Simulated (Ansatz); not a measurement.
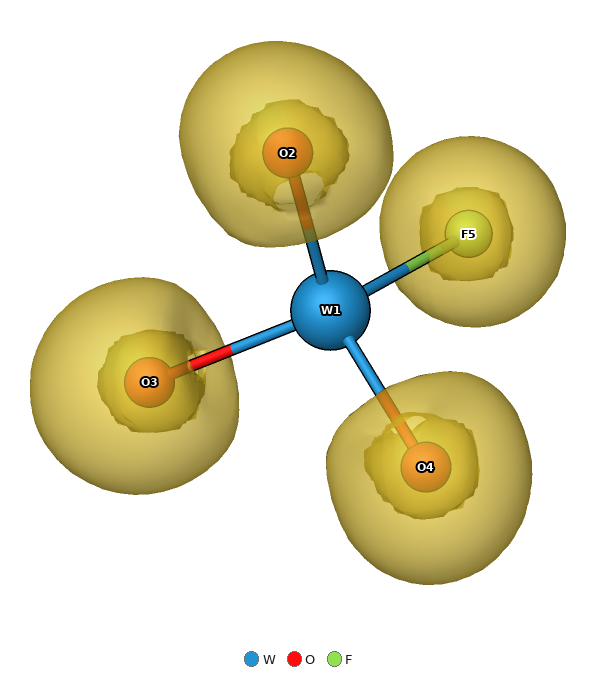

FO3W (charge −1). Isosurface of the electron localisation function at 0.75 (yellow), seen at an oblique angle. Only the valence region is drawn (cores and ρ < 0.01 e/Å³ removed).

Geometry: r2SCAN-D4/def2-SVPD; core potentials replace the inner electrons of W.

Level of theory: Ansatz, RKS PBE0-D4/def2-TZVPD.

```yaml
atoms:
  - { symbol: W, position_ang: [0.0129, 0.0223, 0.0093] }
  - { symbol: O, position_ang: [0.0293, 0.0133, 1.7661] }
  - { symbol: O, position_ang: [1.6673, 0.0414, -0.5815] }
  - { symbol: O, position_ang: [-0.8146, 1.4672, -0.5510] }
  - { symbol: F, position_ang: [-0.8949, -1.5441, -0.6429] }
```

What do the ELF domains correspond to?

The ELF exceeds this value in one region wrapped around F (its valence shell) and three regions wrapped around O (the valence shell of each).

Values along the shortest contacts:
W–O (1.76 Å): the ELF peaks at about 0.80 in the valence shell of O, 0.5 Å from its nucleus, and drops to about 0.35 between the two atoms. W–F (1.92 Å): the ELF peaks at about 0.80 in the valence shell of F, 0.5 Å from its nucleus, and drops to about 0.20 between the two atoms.
